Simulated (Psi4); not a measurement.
# TPSS/def2-SVPD run of SiHF3 (SMILES F[SiH](F)F)

Aim: the energy change on altering one bond length of SiHF3 at TPSS/def2-SVPD, from 2 runs. 

Program for the calculation: Psi4 1.11.

2 further runs of the same task are left out: 1 that didn't finish, 1 set aside as unsound or not needed.

**1. Starting point**

The species is SiHF3 (5 atoms), meant as a singlet with charge 0. As SMILES, `F[SiH](F)F`. The coordinates come from a PBE0-D4/def2-TZVP relaxation.

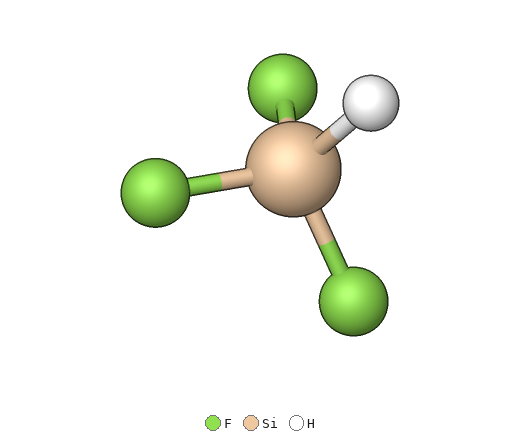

The structure, seen from a chosen angle (fluorine green, silicon light orange, hydrogen white).

**2. Energy and forces at TPSS/def2-SVPD**

Input file f3hsi.xyz:

```xyz
5
F3HSi
F     -0.447100    -0.082200     1.491300
Si     0.040700     0.001700    -0.001800
F     -0.597100     1.281400    -0.657200
F     -0.495900    -1.263300    -0.767200
H      1.499400     0.062400    -0.065100
```

Input file run.py:

```python
import psi4

psi4.set_memory(1600000000)
psi4.set_num_threads(1)
psi4.core.set_output_file('psi4.out', False)

with open('f3hsi.xyz') as f:
    atoms = ''.join(f.readlines()[2:])
geom = psi4.geometry('0 1\n' + atoms + 'symmetry c1')

options = {'basis': 'def2-SVPD', 'puream': True, 'e_convergence': 1e-09, 'd_convergence': 1e-08, 'scf_type': 'pk', 'dft_radial_points': 99, 'dft_spherical_points': 590}
psi4.set_options(options)

E, wfn = psi4.gradient("tpss", return_wfn=True)
psi4.oeprop(wfn, "MULLIKEN_CHARGES", "WIBERG_LOWDIN_INDICES", "MAYER_INDICES")
print('gradient / Eh bohr^-1')
print(E.np.round(6))
print(f'energy = {wfn.energy():.10f} Eh')
for k, v in sorted(psi4.core.scalar_variables().items()):
    print(f'{k:45s} {v:18.10f}')
```

Run with:

```sh
$ python run.py
```

psi4.out, shortened:

```text
[...]
  Running in c1 symmetry.
[...]
  Nuclear repulsion =  188.407850402666924
[...]
  Multiplicity = 1
[...]
  Nalpha       = 21
  Nbeta        = 21
[...]
    Number of basis functions: 101
[...]
   @RKS iter   1:  -589.39859198658223   -1.92452e-01   6.54130e-03 ADIIS/DIIS
[...]
   @RKS iter  10:  -589.53691694936231   -1.02318e-12   3.36219e-09 DIIS
[...]
    Orbital Energies [Eh]
    ---------------------
    Doubly Occupied:
       1A    -65.805663     2A    -24.454465     3A    -24.454415
       4A    -24.454398     5A     -5.234973     6A     -3.615842
       7A     -3.615841     8A     -3.611161     9A     -1.153557
      10A     -1.125101    11A     -1.125071    12A     -0.551749
      13A     -0.479362    14A     -0.479350    15A     -0.466323
      16A     -0.425964    17A     -0.425954    18A     -0.402686
      19A     -0.402667    20A     -0.386478    21A     -0.363412
[...]
  @RKS Final Energy:  -589.53691694936231
   => Energetics <=
    Nuclear Repulsion Energy =            188.4078504026669236
    One-Electron Energy =               -1193.7901515320279486
    Two-Electron Energy =                 468.6586997071708538
    DFT Exchange-Correlation Energy =     -52.8133155271720796
    Empirical Dispersion Energy =           0.0000000000000000
    VV10 Nonlocal Energy =                  0.0000000000000000
    Total Energy =                       -589.5369169493623076
[...]
 Multipole Moments:
 ------------------------------------------------------------------------------------
     Multipole            Electronic (a.u.)      Nuclear  (a.u.)        Total (a.u.)
 ------------------------------------------------------------------------------------
 L = 1.  Multiply by 2.5417464519 to convert [e a0] to [Debye]
 Dipole X            :         -1.7668183            2.2804039            0.5135855
 Dipole Y            :         -0.0735084            0.0949100            0.0214016
 Dipole Z            :          0.0765324           -0.0990473           -0.0225149
 Magnitude           :                                                    0.5145241
[...]
  -Total Gradient:
     Atom            X                  Y                   Z
    ------   -----------------  -----------------  -----------------
       1        0.011144148172     0.001939205134    -0.034701659523
       2       -0.036249729724    -0.001498835375     0.001490064185
       3        0.014731116131    -0.029833954261     0.015306375716
       4        0.012346762145     0.029479675107     0.017881045982
       5       -0.002021029511    -0.000085752393     0.000087017488
[...]
  Mulliken Charges: (a.u.)
   Center  Symbol    Alpha    Beta     Spin     Total
       1     F     4.78555  4.78555  0.00000 -0.57109
       2    SI     6.07808  6.07808  0.00000  1.84383
       3     F     4.78553  4.78553  0.00000 -0.57105
       4     F     4.78553  4.78553  0.00000 -0.57106
       5     H     0.56531  0.56531  0.00000 -0.13062
   Total alpha = 21.00000, Total beta = 21.00000, Total charge =  0.00000
  Mayer Bond Indices:
[...]
```

On the terminal:

```text
gradient / Eh bohr^-1
[[ 1.1144e-02  1.9390e-03 -3.4702e-02]
 [-3.6250e-02 -1.4990e-03  1.4900e-03]
 [ 1.4731e-02 -2.9834e-02  1.5306e-02]
 [ 1.2347e-02  2.9480e-02  1.7881e-02]
 [-2.0210e-03 -8.6000e-05  8.7000e-05]]
energy = -589.5369169494 Eh
CURRENT ENERGY                                   -589.5369169494
CURRENT REFERENCE ENERGY                         -589.5369169494
DD SOLVATION ENERGY                                 0.0000000000
DFT FUNCTIONAL TOTAL ENERGY                      -589.5369169494
DFT TOTAL ENERGY                                 -589.5369169494
DFT VV10 ENERGY                                     0.0000000000
DFT XC ENERGY                                     -52.8133155272
GRID ELECTRONS ALPHA                               20.9999976315
GRID ELECTRONS BETA                                20.9999976315
GRID ELECTRONS TOTAL                               41.9999952630
NUCLEAR REPULSION ENERGY                          188.4078504027
ONE-ELECTRON ENERGY                             -1193.7901515320
PCM POLARIZATION ENERGY                             0.0000000000
PE ENERGY                                           0.0000000000
SCF ITERATION ENERGY                             -589.5369169494
SCF ITERATIONS                                     10.0000000000
SCF TOTAL ENERGY                                 -589.5369169494
TWO-ELECTRON ENERGY                               468.6586997072
XC GRID RADIAL POINTS                              99.0000000000
XC GRID SPHERICAL POINTS                          590.0000000000
XC GRID TOTAL POINTS                           282357.0000000000
```

Run time: 70 s. Hardware: 1 thread of Intel Xeon Platinum 8259CL at 2.50GHz (Skylake/Cascade Lake), shared host; peak memory 0.71 GiB.

**3. The distorted shape at the same level**

Input file f3hsi.json:

```json
{
  "schema_name": "qcschema_input",
  "schema_version": 1,
  "molecule": {
    "schema_name": "qcschema_molecule",
    "schema_version": 2,
    "symbols": ["F", "Si", "F", "F", "H"],
    "geometry": [0.37195479, 2.71331223, 4.55385068, 1.2937632, 2.87186026, 1.7323006, 0.08849587, 5.29014278, 0.4937741, -0.93711519, -2.38729101, -1.44979788, 4.05030669, 2.98656663, 1.61268094],
    "molecular_charge": 0,
    "molecular_multiplicity": 1,
    "fix_symmetry": "c1"
  },
  "driver": "gradient",
  "model": {
    "method": "tpss",
    "basis": "def2-SVPD"
  },
  "keywords": {
    "puream": true,
    "e_convergence": 1e-09,
    "d_convergence": 1e-08,
    "scf_type": "pk",
    "dft_radial_points": 99,
    "dft_spherical_points": 590,
    "scf_properties": ["LOWDIN_CHARGES", "MAYER_INDICES", "WIBERG_LOWDIN_INDICES"]
  }
}
```

Run with:

```sh
$ psi4 --qcschema f3hsi.json -n 1 --memory 1600MB
```

stdout, shortened:

```text
[...]
  Running in c1 symmetry.
[...]
  Nuclear repulsion =  151.166411377491670
[...]
  Multiplicity = 1
[...]
  Nalpha       = 21
  Nbeta        = 21
[...]
    Number of basis functions: 101
[...]
   @RKS iter   1:  -588.97776788161048   -1.89137e-01   8.52515e-03 DIIS/ADIIS
[...]
   @RKS iter  18:  -589.32057315475060   -1.90994e-11   7.70022e-09 DIIS
[...]
  @RKS Final Energy:  -589.32057315475060
   => Energetics <=
    Nuclear Repulsion Energy =            151.1664113774916700
    One-Electron Energy =               -1118.7007315883113279
    Two-Electron Energy =                 430.7877358970631008
    DFT Exchange-Correlation Energy =     -52.5739888409940477
    Empirical Dispersion Energy =           0.0000000000000000
    VV10 Nonlocal Energy =                  0.0000000000000000
    Total Energy =                       -589.3205731547506048
[...]
 Multipole Moments:
 ------------------------------------------------------------------------------------
     Multipole            Electronic (a.u.)      Nuclear  (a.u.)        Total (a.u.)
 ------------------------------------------------------------------------------------
 L = 1.  Multiply by 2.5417464519 to convert [e a0] to [Debye]
 Dipole X            :         -1.2232181            2.6216727            1.3984545
 Dipole Y            :          1.1520643            0.8994290            2.0514933
 Dipole Z            :          0.8164531            0.3877344            1.2041875
 Magnitude           :                                                    2.7594143
[...]
  -Total Gradient:
     Atom            X                  Y                   Z
    ------   -----------------  -----------------  -----------------
       1        0.011404569482     0.008294393788    -0.027311304079
       2       -0.009333423727     0.028115668129     0.018404775869
       3        0.014596196047    -0.020438677630     0.017878891989
       4       -0.009819106489    -0.022349269839    -0.013498719331
       5       -0.006886760760     0.006358932477     0.004517063884
[...]
```

The result, in JSON:

```text
{
 "driver": "gradient",
 "model": {
  "method": "tpss",
  "basis": "def2-SVPD"
 },
 "success": true,
 "return_result": [0.01140456948177744, 0.008294393788260003, -0.027311304078638965, -0.009333423726575975, 0.02811566812940769, 0.018404775869362594, 0.014596196046726614, -0.020438677630161523, 0.017878891988512252, -0.009819106489371654, -0.02234926983891186, -0.013498719331021992, -0.006886760759743399, 0.0063589324772774765, 0.0045170638836956704],
 "properties": {
  "calcinfo_nbasis": 101,
  "calcinfo_nmo": 101,
  "calcinfo_nalpha": 21,
  "calcinfo_nbeta": 21,
  "calcinfo_natom": 5,
  "nuclear_repulsion_energy": 151.16641137749167,
  "return_energy": -589.3205731547506,
  "return_gradient": [0.01140456948177744, 0.008294393788260003, -0.027311304078638965, -0.009333423726575975, 0.02811566812940769, 0.018404775869362594, 0.014596196046726614, -0.020438677630161523, 0.017878891988512252, -0.009819106489371654, -0.02234926983891186, -0.013498719331021992, -0.006886760759743399, 0.0063589324772774765, 0.0045170638836956704],
  "scf_one_electron_energy": -1118.7007315883113,
  "scf_two_electron_energy": 430.7877358970631,
  "scf_xc_energy": -52.57398884099405,
  "scf_dipole_moment": [1.3984545468661613, 2.0514932937556773, 1.204187495017115],
  "scf_total_energy": -589.3205731547506,
  "scf_total_gradient": [0.01140456948177744, 0.008294393788260003, -0.027311304078638965, -0.009333423726575975, 0.02811566812940769, 0.018404775869362594, 0.014596196046726614, -0.020438677630161523, 0.017878891988512252, -0.009819106489371654, -0.02234926983891186, -0.013498719331021992, -0.006886760759743399, 0.0063589324772774765, 0.0045170638836956704],
  "scf_iterations": 18
 }
}
```

Wall time 86 s (1 thread of Intel Xeon Platinum 8259CL at 2.50GHz (Skylake/Cascade Lake), shared host); peak memory 0.75 GiB.

**4. What came out**

Level: TPSS/def2-SVPD.

| quantity | value |
| --- | --- |
| first shape: total energy | -589.53692 Eh |
| first shape: dipole moment | 1.31 D |
| first shape: HOMO energy | -9.89 eV |
| first shape: LUMO energy | -0.02 eV |
| first shape: HOMO–LUMO gap | 9.87 eV |
| first shape: largest force on an atom | 1.883 eV/Å |
| distorted shape: total energy | -589.32057 Eh |
| distorted shape: dipole moment | 7.01 D |
| distorted shape: HOMO energy | -6.61 eV |
| distorted shape: LUMO energy | -6.25 eV |
| distorted shape: HOMO–LUMO gap | 0.35 eV |
| distorted shape: largest force on an atom | 1.793 eV/Å |
| energy change with the Si2–F4 bond stretched from 1.573 to 3.460 Å | 5.887 eV |

What this shows: One bond (distorted shape) is far stretched, which a spin-restricted single reference describes badly; a broken-symmetry solution may lie lower. With the Si2–F4 bond stretched from 1.573 to 3.460 Å the energy rises by 5.89 eV (136 kcal/mol). The first shape isn't relaxed at this level, so the change isn't measured from a minimum. A restricted reference can't describe the breaking bond well at this length. The largest force (first shape) is 1.88 eV/Å: the shape isn't a stationary point for this species at this level. Mulliken charges (first shape) run from -0.57 on F1 to +1.84 on Si2; in a basis this large or diffuse they mean little.
